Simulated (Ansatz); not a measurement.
Start from PbF2 in the fluorite structure (space group Fm-3m, No. 225; a = 6.001 Å).

Now apply this change: a hydrostatic pressure of 15 GPa.

Calculations: PBE/PAW in Ansatz (a program for electronic structure), no spin-orbit coupling, earlier PAW set.

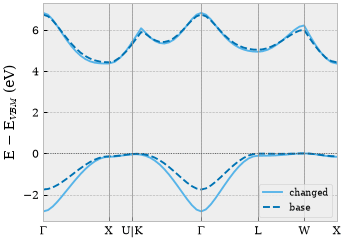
Figure: Highest valence and lowest conduction band along the path, each from its own valence-band maximum

The gap is 4.37 eV, indirect, W → X; the base has 4.43 eV.

With Pb present, leaving out spin-orbit coupling can change the band edges. Load acts through the strain it causes; cell and atoms are relaxed under it. No phonon test of stability was made. No other phases were tried under pressure.
